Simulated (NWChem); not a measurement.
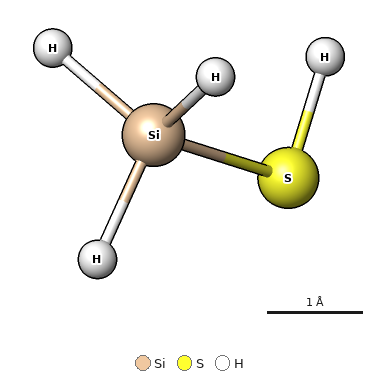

The structure (ball-and-stick view, seen at a tilt). Bond lengths as drawn: H–S 1.34 Å, H–Si 1.48 Å and S–Si 2.14 Å.

**SiH4S: single-point calculation**

The run: single-point calculation of SiH4S. Method and program: PBE0/def2-SVP, RKS, dispersion D3(0) (NWChem 7.3.0).

## Input
```
START calc
TITLE "H4SSi PBE0"
memory stack 880 mb heap 220 mb global 1100 mb
charge 0
GEOMETRY units atomic noautosym nocenter noautoz
  Si  -5.22959028  -6.56360465  -1.30823850
  S   -3.85938766  -9.43683873  -3.79383307
  H   -3.52849662  -6.20421653   0.89446407
  H   -7.72729799  -7.49210268  -0.44571080
  H   -5.52529463  -4.10709296  -2.63201055
  H   -1.68304678  -8.23926260  -4.31993282
END
BASIS spherical bse
  Si library def2-SVP
  S library def2-SVP
  H library def2-SVP
END
DFT
  xc pbe0
  disp vdw 3
  grid fine
  convergence energy 1e-08
  maxiter 100
  mulliken
  print low
END
TASK dft energy
```

Machine: 1 thread of AMD EPYC (Zen 5), 16 GiB of memory available, shared host.

Run as:
```bash
nwchem calc.nw > calc.out
```

## Output
```
Northwest Computational Chemistry Package (NWChem) 7.3.0
             --------------------------------------------------------

           Job information
           ---------------

    nwchem branch   = 7.3.0
    use scalapack   = T
    input           = calc.nw
    prefix          = calc.
    data base       = ./calc.db
    status          = startup
    nproc           =        1

           Memory information
           ------------------

    heap     =     28835840 doubles =      220.0 Mbytes
    stack    =    115343357 doubles =      880.0 Mbytes
    global   =    144179200 doubles =     1100.0 Mbytes (distinct from heap & stack)
    total    =    288358397 doubles =     2200.0 Mbytes
    verify   = yes
    hardfail = no

           Directory information
           ---------------------

  0 permanent = .
  0 scratch   = .

                                NWChem Input Module
                                -------------------

                                    H4SSi PBE0
                                    ----------

                             Geometry "geometry" -> ""
                             -------------------------

 Output coordinates in a.u. (scale by  1.000000000 to convert to a.u.)

  No.       Tag          Charge          X              Y              Z
 ---- ---------------- ---------- -------------- -------------- --------------
    1 Si                  14.0000    -5.22959028    -6.56360465    -1.30823850
    2 S                   16.0000    -3.85938766    -9.43683873    -3.79383307
    3 H                    1.0000    -3.52849662    -6.20421653     0.89446407
    4 H                    1.0000    -7.72729799    -7.49210268    -0.44571080
    5 H                    1.0000    -5.52529463    -4.10709296    -2.63201055
    6 H                    1.0000    -1.68304678    -8.23926260    -4.31993282

      Atomic Mass
      -----------

      Si                27.976930
      S                 31.972070
      H                  1.007825

 Effective nuclear repulsion energy (a.u.)      89.2384908872

            Nuclear Dipole moment (a.u.)
            ----------------------------
        X                 Y               Z
 ---------------- ---------------- ----------------
  -153.4286025000  -268.9225595500   -85.5198582200

            XYZ format geometry
            -------------------
     6
 geometry
 Si                   -2.76738020    -3.47331025    -0.69229005
 S                    -2.04230014    -4.99376036    -2.00761015
 H                    -1.86720013    -3.28313024     0.47333004
 H                    -4.08911029    -3.96465029    -0.23586001
 H                    -2.92386021    -2.17338015    -1.39280010
 H                    -0.89063006    -4.36003032    -2.28601017

 ==============================================================================
                                internuclear distances
 ------------------------------------------------------------------------------
       center one      |      center two      | atomic units |       a.u.
 ------------------------------------------------------------------------------
    2 S                |   1 Si               |     4.03870  |     4.03870
    3 H                |   1 Si               |     2.80620  |     2.80620
    4 H                |   1 Si               |     2.80082  |     2.80082
    5 H                |   1 Si               |     2.80611  |     2.80611
    6 H                |   2 S                |     2.53918  |     2.53918
 ------------------------------------------------------------------------------
                         number of included internuclear distances:          5
 ==============================================================================

 ==============================================================================
                                 internuclear angles
 ------------------------------------------------------------------------------
        center 1       |       center 2       |       center 3       |  degrees
 ------------------------------------------------------------------------------
    2 S                |   1 Si               |   3 H                |   111.63
    2 S                |   1 Si               |   4 H                |   104.85
    2 S                |   1 Si               |   5 H                |   111.61
    3 H                |   1 Si               |   4 H                |   109.96
    3 H                |   1 Si               |   5 H                |   108.79
    4 H                |   1 Si               |   5 H                |   109.97
    1 Si               |   2 S                |   6 H                |    94.75
 ------------------------------------------------------------------------------
                            number of included internuclear angles:          7
 ==============================================================================

                      Basis "ao basis" -> "" (spherical)
                      -----
  [basis functions not shown]

 Summary of "ao basis" -> "" (spherical)
 ------------------------------------------------------------------------------
       Tag                 Description            Shells   Functions and Types
 ---------------- ------------------------------  ------  ---------------------
 Si                         def2-SVP                 8       18   4s3p1d
 S                          def2-SVP                 8       18   4s3p1d
 H                          def2-SVP                 3        5   2s1p

                                 NWChem DFT Module
                                 -----------------

                                    H4SSi PBE0

  Caching 1-el integrals
   Time after variat. SCF:      0.1

     ---------------------------------------------
      Total Density - Mulliken Population Analysis
     ---------------------------------------------

    Atom       Charge   Shell Charges
 -----------   ------   -------------------------------------------------------
    1 Si  14    13.50   2.00  1.99  0.99  0.26  5.94  1.08  1.10  0.15
    2 S   16    16.47   2.00  1.99  1.20  0.64  5.94  1.82  2.85  0.03
    3 H    1     1.08   0.70  0.37  0.01
    4 H    1     1.08   0.70  0.36  0.01
    5 H    1     1.08   0.70  0.37  0.01
    6 H    1     0.79   0.58  0.18  0.03
   Time prior to 1st pass:      0.1

           Memory utilization after 1st SCF pass:
           Heap Space remaining (MW):        0.00                  54
          Stack Space remaining (MW):      115.34           115342884

   convergence    iter        energy       DeltaE   RMS-Dens  Diis-err    time
 ---------------- ----- ----------------- --------- --------- ---------  ------
 d= 0,ls=0.0,diis     1   -689.5933874173 -7.79D+02  1.02D-02  1.83D-01     0.4
 d= 0,ls=0.0,diis     2   -689.6080376776 -1.47D-02  5.77D-03  6.31D-02     0.7
 d= 0,ls=0.0,diis     3   -689.6182102046 -1.02D-02  1.74D-03  7.06D-03     0.9
 d= 0,ls=0.0,diis     4   -689.6193889656 -1.18D-03  2.76D-04  1.82D-04     1.2
 d= 0,ls=0.0,diis     5   -689.6194173973 -2.84D-05  3.50D-05  2.72D-06     1.5
 d= 0,ls=0.0,diis     6   -689.6194178818 -4.85D-07  7.51D-06  1.21D-07     1.8
 d= 0,ls=0.0,diis     7   -689.6194179065 -2.46D-08  1.69D-06  6.33D-09     2.0
 d= 0,ls=0.0,diis     8   -689.6194179075 -1.04D-09  3.69D-07  4.56D-10     2.3

         Total DFT energy =     -689.619417907513
      One electron energy =    -1130.904960905950
           Coulomb energy =      399.864592045085
    Exchange-Corr. energy =      -47.816262933682
 Nuclear repulsion energy =       89.238490887173

    Dispersion correction =       -0.001277000140

 Numeric. integr. density =       33.999999617010

     Total iterative time =      2.3s

     ---------------------------------------------
      Total Density - Mulliken Population Analysis
     ---------------------------------------------

    Atom       Charge   Shell Charges
 -----------   ------   -------------------------------------------------------
    1 Si  14    13.66   2.00  1.98  1.05  0.18  5.93  1.31  1.01  0.20
    2 S   16    16.27   2.00  1.98  1.23  0.64  5.93  1.82  2.61  0.05
    3 H    1     1.06   0.73  0.32  0.01
    4 H    1     1.05   0.73  0.31  0.01
    5 H    1     1.06   0.73  0.32  0.01
    6 H    1     0.90   0.71  0.16  0.03

     -------------------------------------------
      Total Density - Lowdin Population Analysis
     -------------------------------------------

    Atom       Charge   Shell Charges
 -----------   ------   -------------------------------------------------------
    1 Si  14    13.70   2.00  1.93  0.69  0.36  5.82  1.31  1.28  0.30
    2 S   16    16.03   2.00  1.95  0.98  0.68  5.81  1.90  2.64  0.06
    3 H    1     1.09   0.64  0.42  0.03
    4 H    1     1.08   0.64  0.42  0.02
    5 H    1     1.09   0.64  0.42  0.03
    6 H    1     1.01   0.61  0.31  0.08

 Task  times  cpu:        2.3s     wall:        2.3s
 Total times  cpu:        2.3s     wall:        2.3s
```

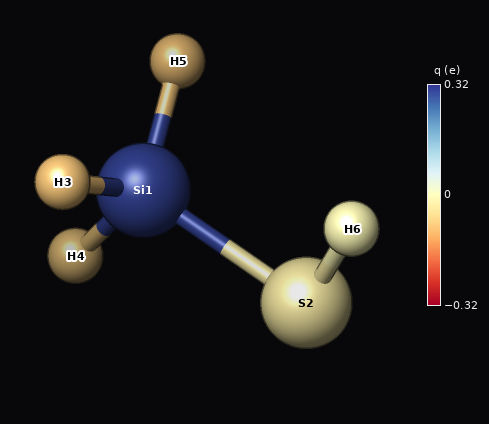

Löwdin charges, as the colour of each atom (ball-and-stick view, seen at a tilt; atoms are numbered from 1 in the order of the input). By element: Si +0.30, S −0.03 and H −0.09 to −0.01 e.

## Results in brief

| quantity | value |
| --- | --- |
| outcome | converged |
| total energy | −689.619418 hartree |
| dispersion energy | −0.001277 hartree |
| wall time | 2.8 s |
| peak memory | 0.12 GiB |
